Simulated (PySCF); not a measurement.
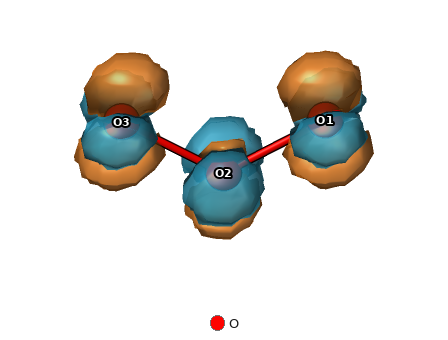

*O3, SMILES `[O-][O+]=O`. Unrelaxed difference density of S₁ less the ground state (TDA singlet states), ±0.15 e/Å³; light blue: gain, orange: loss.*

PySCF calculation, ωB97X/def2-SVPD, gas phase; geometry: GFN2-xTB. No frequency check shows the geometry to be a minimum.

Cartesian coordinates (Å):

```
O1      -1.0725   -0.2049    0.0000
O2       0.0000    0.4098    0.0000
O3       1.0725   -0.2049    0.0000
```

**How does the charge move on excitation?**

0.65 e is displaced in all, of which about 0.1 e passes between atoms: O1 and O3 (0.06 e each) lose electrons and O2 (0.12 e) gains them. The state: 2.20 eV (564 nm), f = 0.000 (dark); the leading pair carries 100 %; hole on O1 and O3 (39 % each) and O2 (23 %), electron on O2 (35 %) and O1 and O3 (33 % each); their centroids lie 0.1 Å apart.
